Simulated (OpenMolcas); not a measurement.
# One shape, several levels: Si2H6O (disilanol)

We compute a comparison of 6 runs (HF/3-21G, HF/def2-SVPD, B3LYP/def2-SVPD, M06-L/def2-SVPD, SVWN5/def2-SVPD, CCSD(T)/def2-SVPD) of Si2H6O (disilanol). 

The calculation is run with OpenMolcas 26.06.

1 further run of the same task is left out (set aside as unsound or not needed).

## (1) Starting point

Si2H6O has 9 atoms, charge 0, and is taken as a singlet. As SMILES, `O[SiH2][SiH3]`. The coordinates come from a PBE0-D4/def2-TZVP relaxation. This is one conformer, not always the lowest.

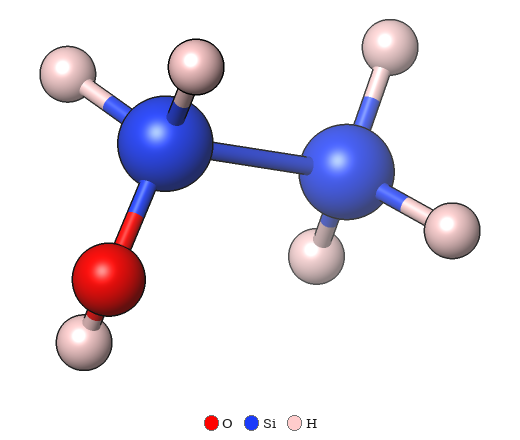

The structure, seen from a chosen angle (oxygen red, silicon blue, hydrogen pink).

## (2) Energy and gradient at HF/3-21G (run 1)

File test.inp:

```
* H6OSi2 Hartree-Fock
&gateway
baslib
$CurrDir
coord
9
angstrom
O       -1.609000       1.039900      -0.762000
Si       0.004800       0.933100      -0.415900
Si       0.544200      -1.038400       0.738600
H       -1.996600       0.341400      -1.290800
H        0.830600       0.994500      -1.657800
H        0.311400       2.125200       0.413000
H        2.012900      -1.104800       0.974500
H        0.146200      -2.228200      -0.066200
H       -0.156000      -1.109100       2.049500
basis
3-21G
group
NoSym
&seward
&scf
thresholds
1e-10 1e-07 1e-07 1e-05
prorbitals
1 2
&alaska
```

The basis set 3-21G is read from a file made from the Basis Set Exchange's data (not shown).

On the command line:

```bash
export MOLCAS_MEM=1860
pymolcas test.inp > test.log
```

The log of the run:

```text
--- Start Module: gateway ---
[...]
--- Stop Module: gateway /rc=_RC_ALL_IS_WELL_ ---
[...]
      Basis functions           47
[...]
--- Start Module: scf ---
[...]
       Convergence after  13 Iterations
[...]
::    Total SCF energy                               -652.7285278756
[...]
      Total spin, S                                     0.0000000000
[...]
      Total electronic charge=   42.000000
      Total            charge=   -0.000000
[...]
      Dipole Moment (debye):
      Origin of the operator (angstrom)=   -0.1182    0.1628   -0.0351
                   X=  3.2948E-01               Y= -1.2956E+00               Z= -8.5652E-01           Total=  1.5877E+00
      Quadrupole Moment (debye*angstrom):
[...]
--- Stop Module: scf /rc=_RC_ALL_IS_WELL_ ---
--- Start Module: alaska ---
[...]
 *              Molecular gradients               *
 **************************************************
  Irreducible representation: a
 ------------------------------------------------------------------------------------------
                              X                       Y                       Z
 ------------------------------------------------------------------------------------------
  O1                1.85883176999635E-02    3.66439752890013E-03    6.65420520151683E-03
  SI2              -2.67851090686033E-02   -1.29917945648188E-02   -5.73317236835935E-03
  SI3              -1.65509222871085E-03    5.76166139164336E-03   -3.45711309576657E-03
  H4                1.20735550329256E-02    7.71346426527320E-04    3.13824347190295E-03
  H5               -7.34928775554256E-04    9.86792405955422E-04   -1.31046323051143E-03
  H6               -1.61680433915268E-03    2.59074192185871E-03    1.52337716929907E-06
  H7                2.30331575575171E-04   -7.01464818361142E-04    4.12403777591663E-04
  H8               -8.21318833603701E-05    3.14011217448673E-04    3.21274320829401E-04
[...]
--- Stop Module: alaska /rc=_RC_ALL_IS_WELL_ ---
[...]
```

It took 2.3 s on 1 thread of Intel Xeon Platinum 8375C at 2.90GHz (Ice Lake), shared host; peak memory 0.38 GiB.

## (3) Energy and forces at HF/def2-SVPD (run 2)

File job.input:

```
* H6OSi2 Hartree-Fock
>>> EXPORT MOLCAS_PRINT=2

&gateway
  baslib=$CurrDir
  coord
  9
  angstrom
  O       -1.609000       1.039900      -0.762000
  Si       0.004800       0.933100      -0.415900
  Si       0.544200      -1.038400       0.738600
  H       -1.996600       0.341400      -1.290800
  H        0.830600       0.994500      -1.657800
  H        0.311400       2.125200       0.413000
  H        2.012900      -1.104800       0.974500
  H        0.146200      -2.228200      -0.066200
  H       -0.156000      -1.109100       2.049500
  basis=def2-SVPD
  group=NoSym

&seward

&scf
  thresholds=1e-10 1e-07 1e-07 1e-05
  prorbitals=0

&alaska
```

The basis set def2-SVPD is read from a file made from the Basis Set Exchange's data (not shown).

On the command line:

```bash
export MOLCAS_MEM=1860
pymolcas job.input > job.log
```

The log of the run:

```text
--- Start Module: gateway ---
[...]
--- Stop Module: gateway /rc=_RC_ALL_IS_WELL_ ---
[...]
      Basis functions          119
[...]
--- Start Module: scf ---
[...]
       Convergence after  12 Iterations
[...]
::    Total SCF energy                               -656.0178947283
[...]
      Total spin, S                                     0.0000000000
[...]
      Total electronic charge=   42.000000
      Total            charge=   -0.000000
[...]
      Dipole Moment (debye):
      Origin of the operator (angstrom)=   -0.1182    0.1628   -0.0351
                   X=  1.2238E-01               Y= -1.0853E+00               Z= -6.8992E-01           Total=  1.2918E+00
      Quadrupole Moment (debye*angstrom):
[...]
--- Stop Module: scf /rc=_RC_ALL_IS_WELL_ ---
[...]
--- Start Module: alaska ---
[...]
 *              Molecular gradients               *
 **************************************************
  Irreducible representation: a
 ------------------------------------------------------------------------------------------
                              X                       Y                       Z
 ------------------------------------------------------------------------------------------
  O1                1.45135384637243E-02    1.54668952688732E-02    1.34914675720672E-02
  SI2              -1.11530261559594E-02   -8.25884571966018E-03   -1.01556861637730E-03
  SI3              -1.35275081524178E-03    6.53049962387620E-03   -3.65054146423915E-03
  H4               -4.14557169349594E-03   -1.38526018796599E-02   -9.35755276454264E-03
  H5                1.98848592915191E-03    2.00890954140508E-05   -1.20820532442645E-03
  H6               -2.08547752558630E-04    1.42067785108546E-03    9.46832614896920E-04
  H7                1.24877697311110E-03   -2.62683450051315E-04    2.52615318654836E-04
  H8               -2.81141258219209E-04   -8.27422216866491E-04   -5.46200659548912E-04
[...]
--- Stop Module: alaska /rc=_RC_ALL_IS_WELL_ ---
[...]
```

Wall time 21 s (1 thread of Intel Xeon Platinum 8375C at 2.90GHz (Ice Lake), shared host); peak memory 0.75 GiB.

Run 3 isn't shown in full; the table further down has it.

## (4) Energy and gradient at M06-L/def2-SVPD (run 4)

File coord.xyz:

```xyz
9

O     -1.609000     1.039900    -0.762000
Si     0.004800     0.933100    -0.415900
Si     0.544200    -1.038400     0.738600
H     -1.996600     0.341400    -1.290800
H      0.830600     0.994500    -1.657800
H      0.311400     2.125200     0.413000
H      2.012900    -1.104800     0.974500
H      0.146200    -2.228200    -0.066200
H     -0.156000    -1.109100     2.049500
```

File job.input:

```
&GATEWAY
BasLib = $CurrDir
Coord = coord.xyz
Basis = def2-SVPD
Group = NoSym
&SEWARD
GridInput
Grid=UltraFine
End of Grid
&SCF
KSDFT = M06L
Thresholds = 1e-10 1e-07 1e-07 1e-05
PrOrbitals = 1
&ALASKA
```

The basis set def2-SVPD is read from a file made from the Basis Set Exchange's data (not shown).

On the command line:

```bash
export MOLCAS_MEM=1860
pymolcas job.input > job.log
```

The log of the run:

```text
--- Start Module: gateway ---
[...]
--- Stop Module: gateway /rc=_RC_ALL_IS_WELL_ ---
[...]
      Basis functions          119
[...]
--- Start Module: scf ---
[...]
       Convergence after  14 Iterations
[...]
::    Total KS-DFT energy                            -657.5994288266
[...]
      Total spin, S                                     0.0000000000
[...]
      Total electronic charge=   42.000000
      Total            charge=   -0.000000
[...]
      Dipole Moment (debye):
      Origin of the operator (angstrom)=   -0.1182    0.1628   -0.0351
                   X=  8.7786E-03               Y= -9.4190E-01               Z= -6.7127E-01           Total=  1.1567E+00
      Quadrupole Moment (debye*angstrom):
[...]
--- Stop Module: scf /rc=_RC_ALL_IS_WELL_ ---
[...]
--- Start Module: alaska ---
[...]
 *              Molecular gradients               *
 **************************************************
  Irreducible representation: a
 ------------------------------------------------------------------------------------------
                              X                       Y                       Z
 ------------------------------------------------------------------------------------------
  O1                1.58354802721892E-02   -1.54222689423200E-03    3.48458582110833E-03
  SI2              -1.72543069579154E-02    2.86993450675244E-03   -4.71761349493693E-03
  SI3               4.44749860287086E-04   -1.57715875859843E-03    7.82766617497543E-04
  H4                1.18706375429944E-03    2.88101473718605E-04    3.98169986488561E-04
  H5               -3.30330240160048E-04   -3.43384998475547E-04    1.10542753016363E-03
  H6                4.70804252927115E-04   -1.04183844980232E-03   -3.57797139892924E-04
  H7               -1.28602488334462E-03    2.04190026588558E-04   -2.34723761666555E-04
  H8                3.21718033341134E-04    1.07476772145709E-03    7.18389088249394E-04
[...]
--- Stop Module: alaska /rc=_RC_ALL_IS_WELL_ ---
[...]
```

Wall time 73 s (1 thread of Intel Xeon Platinum 8375C at 2.90GHz (Ice Lake), shared host); peak memory 0.75 GiB.

Run 5 isn't shown in full; the table further down has it.

## (5) The energy at CCSD(T)/def2-SVPD (Cholesky decomposition) (run 6)

File calc.inp:

```
&gateway
baslib = $CurrDir
basisset
O.def2-SVPD....
O1 -1.609000 1.039900 -0.762000 angstrom
End of Basis
basisset
Si.def2-SVPD....
Si2 0.004800 0.933100 -0.415900 angstrom
Si3 0.544200 -1.038400 0.738600 angstrom
End of Basis
basisset
H.def2-SVPD....
H4 -1.996600 0.341400 -1.290800 angstrom
H5 0.830600 0.994500 -1.657800 angstrom
H6 0.311400 2.125200 0.413000 angstrom
H7 2.012900 -1.104800 0.974500 angstrom
H8 0.146200 -2.228200 -0.066200 angstrom
H9 -0.156000 -1.109100 2.049500 angstrom
End of Basis
&seward
high
&scf
thresholds = 1e-10 1e-07 1e-07 1e-05
prorbitals = 1 1
&chcc
frozen = 11
threshold = 1e-08
maxiterations = 80
&cht3
frozen = 11
```

The basis set def2-SVPD is read from a file made from the Basis Set Exchange's data (not shown).

On the command line:

```bash
export MOLCAS_MEM=1860
pymolcas calc.inp > calc.log
```

The log of the run:

```text
--- Start Module: gateway ---
[...]
--- Stop Module: gateway /rc=_RC_ALL_IS_WELL_ ---
[...]
      Basis functions          119
[...]
       Convergence after  12 Iterations
[...]
::    Total SCF energy                               -656.0178946670
[...]
      Total spin, S                                     0.0000000000
[...]
      Total electronic charge=   42.000000
      Total            charge=   -0.000000
[...]
      Dipole Moment (debye):
      Origin of the operator (angstrom)=   -0.1182    0.1628   -0.0351
                   X=  1.2238E-01               Y= -1.0853E+00               Z= -6.8992E-01           Total=  1.2918E+00
      Quadrupole Moment (debye*angstrom):
[...]
--- Start Module: chcc ---
[...]
--- Stop Module: chcc /rc=_RC_ALL_IS_WELL_ ---
[...]
--- Start Module: cht3 ---
[...]
--- Stop Module: cht3 /rc=_RC_ALL_IS_WELL_ ---
[...]
```

Wall time 8.6 min (1 thread of Intel Xeon Platinum 8375C at 2.90GHz (Ice Lake), shared host); peak memory 0.24 GiB.

## (6) The series

```csv
run,level,integration grid,integral approximation,energy (Eh),dipole moment (D) of the reference,HOMO energy (eV),LUMO energy (eV),wall time
1,HF/3-21G,–,none,-652.728528,1.59,-10.61,3.32,2.3 s
2,HF/def2-SVPD,–,none,-656.017895,1.29,-10.75,2.10,21 s
3,B3LYP/def2-SVPD,UltraFine,none,-657.654142,1.18,-7.71,-0.73,60 s
4,M06-L/def2-SVPD,UltraFine,none,-657.599429,1.16,-6.83,-0.74,73 s
5,SVWN5/def2-SVPD,UltraFine,none,-654.700521,1.16,-6.75,-1.50,46 s
6,CCSD(T)/def2-SVPD (Cholesky decomposition),–,CD high,-656.491640,1.29,-10.75,2.10,8.6 min
```

## (7) What came out

| quantity | value |
| --- | --- |
| run 6: total energy | -656.49164 Eh |
| run 6: dipole moment (mean-field density) | 1.29 D |
| run 6: HOMO energy (Hartree–Fock orbitals) | -10.75 eV |
| run 6: LUMO energy (Hartree–Fock orbitals) | 2.10 eV |
| run 6: HOMO–LUMO gap (Hartree–Fock orbitals) | 12.85 eV |
| run 6: correlation energy (11 core orbitals frozen) | -473.7 mEh |
| run 6: (T) correction | -12.23 mEh |

In words: Over runs 1, 2, 3, 4, 5 the dipole moment (its size) runs from 1.16 D (M06-L/def2-SVPD) to 1.59 D (HF/3-21G). The two ends differ in method and basis. Over runs 1, 2, 3, 4, 5 the HOMO–LUMO gap runs from 5.25 eV (SVWN5/def2-SVPD) to 13.93 eV (HF/3-21G). Totals of different functionals can't be ranked against each other. All runs together took 12 min, the longest 8.6 min.
